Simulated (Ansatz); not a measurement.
**Frequency calculation, with input and output: SiN₂H₅OF**

- system: SiN₂H₅OF, SMILES N[Si](N)(O)F
- method: B3LYP/6-31G*, RKS (Ansatz 0.2.0)

The geometry was optimised with B3LYP/6-31G*. Figures and captions count atoms from 1; the log counts them from 0 in places.

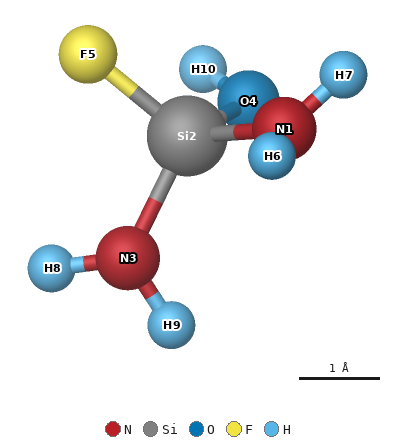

*The structure (ball-and-stick view, seen at an oblique angle; atoms are numbered from 1 in the order of the input).*

**Input**
```yaml
crystal:
  periodic: [false, false, false]
  atoms:
    - {symbol: "N", position_ang: [-0.410217, 1.507221, -0.004489]}
    - {symbol: Si, position_ang: [0.064492, -0.097518, -0.296830]}
    - {symbol: N, position_ang: [-0.526787, -1.062496, 0.987971]}
    - {symbol: O, position_ang: [1.696725, 0.011926, -0.571003]}
    - {symbol: F, position_ang: [-0.540029, -0.829607, -1.609351]}
    - {symbol: H, position_ang: [-1.340501, 1.728601, 0.321115]}
    - {symbol: H, position_ang: [0.044816, 2.282495, -0.466253]}
    - {symbol: H, position_ang: [-0.713765, -2.046453, 0.845344]}
    - {symbol: H, position_ang: [-0.247523, -0.866162, 1.940360]}
    - {symbol: H, position_ang: [2.055791, -0.679207, -1.143964]}
basis:
  gaussian: {orbitals: "6-31G*"}
phonons: {temperatures: {t_min: 298.15, t_max: 298.15, t_step: 1}}
hamiltonian: {xc: {name: B3LYP}}
```

Launch command:
```bash
ansatz run in.yaml --threads 1 --pin off --max-ram 3480MiB --events-out events.jsonl --progress --plain --runs-dir runs
```

**The program's output**
```
Functional definition: B3LYP
  name "B3LYP"
  parameter a0 = 0.2
  parameter ax = 0.72
  parameter ac = 0.81
  exchange = (1 - a0 - ax)*slater_x + ax*b88_x + a0*exact_x
  correlation = (1 - ac)*vwn_rpa_c + ac*lyp_c
935 factors; integrals over basis functions are off by at most 4.0e-4 eV
mean field evaluation 1: about -15693.2766 eV, gradient 8.9e1 eV
mean field evaluation 2: about -15679.7081 eV, gradient 1.2e2 eV
mean field evaluation 4: about -15707.4222 eV, gradient 5.3e0 eV
mean field evaluation 8: about -15707.4809 eV, gradient 1.6e-1 eV
mean field evaluation 16: about -15707.4809 eV, gradient 1.7e-5 eV
mean field -15707.48094614 eV, -577.2392778576 hartree, gradient 1.7e-5 eV, S^2 0.000000; 0 other end points of the search recorded, 0 dependent functions left out
the calculation of the forces begins
reference -15707.48117180 eV, -577.2392861505 hartree; 25, 25 occupied and 64, 64 virtual orbitals, 935 factors
these checks for a lower state are left out or cut short: stability, starts, cluster_reference, orbital_swaps, neighbouring_geometries, increment
935 factors; integrals over basis functions are off by at most 4.0e-4 eV
mean field -15707.48076732 eV, -577.2392712862 hartree, gradient 1.5e-6 eV, S^2 0.000000; 0 other end points of the search recorded, 0 dependent functions left out
[... from here on the field's lines of each further geometry are left out, up to the last ...]
the calculation of the forces begins
reference -15707.48111637 eV, -577.2392841134 hartree; 25, 25 occupied and 64, 64 virtual orbitals, 935 factors
these checks for a lower state are left out or cut short: stability, starts, cluster_reference, orbital_swaps, neighbouring_geometries, increment
935 factors; integrals over basis functions are off by at most 4.0e-4 eV
mean field -15707.48088996 eV, -577.2392757930 hartree, gradient 1.0e-6 eV, S^2 0.000000; 0 other end points of the search recorded, 0 dependent functions left out
the calculation of the forces begins
reference -15707.48111561 eV, -577.2392840856 hartree; 25, 25 occupied and 64, 64 virtual orbitals, 935 factors
Total energy: -15707.48117180 eV, -577.2392861505 hartree
Atom 0 at    -0.410217     1.507221    -0.004489 Å, force    -0.000115     0.000039     0.000013 eV/Å
Atom 1 at     0.064492    -0.097518    -0.296830 Å, force     0.000459     0.000304     0.000078 eV/Å
Atom 2 at    -0.526787    -1.062496     0.987971 Å, force    -0.000060    -0.000105     0.000005 eV/Å
Atom 3 at     1.696725     0.011926    -0.571003 Å, force    -0.000073    -0.000221    -0.000129 eV/Å
Atom 4 at    -0.540029    -0.829607    -1.609351 Å, force    -0.000135    -0.000041    -0.000196 eV/Å
Atom 5 at    -1.340501     1.728601     0.321115 Å, force     0.000118    -0.000075    -0.000047 eV/Å
Atom 6 at     0.044816     2.282495    -0.466253 Å, force    -0.000059    -0.000079    -0.000010 eV/Å
Atom 7 at    -0.713765    -2.046453     0.845344 Å, force    -0.000082    -0.000024     0.000055 eV/Å
Atom 8 at    -0.247523    -0.866162     1.940360 Å, force     0.000034     0.000006     0.000068 eV/Å
Atom 9 at     2.055791    -0.679207    -1.143964 Å, force    -0.000087     0.000196     0.000163 eV/Å
Dipole moment:    -0.006984    -0.083145     0.179478 e Å
Vibrations: 169.16 223.85 259.63 264.11 325.88 352.20 359.79 374.19 408.62 452.62 746.84 812.20 839.40 871.97 907.90 971.80 1010.20 1610.80 1619.65 3581.21 3598.93 3675.83 3697.70 3814.65 cm⁻¹, zero-point energy 1.918602 eV
```

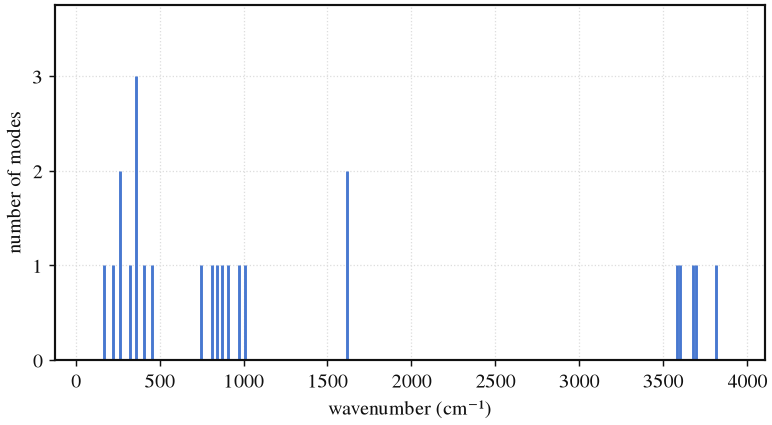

*Harmonic vibrational wavenumbers from the force constants; neighbouring modes closer than 17 cm⁻¹ are counted in one stick.*

24 modes from 169 to 3815 cm⁻¹, none imaginary.

**Summary**

```tsv
quantity	value
outcome	converged
total energy	−577.239286 hartree
basis functions	89
largest force	0.001 eV/Å
zero-point energy	0.070507 hartree
dipole moment	0.95 D
wavenumbers, lowest and highest	169 and 3815 cm⁻¹
hardware	1 thread of Arm Neoverse V2, 112 GiB of memory available, shared host
wall time	2.9 min
peak memory	0.18 GiB
```
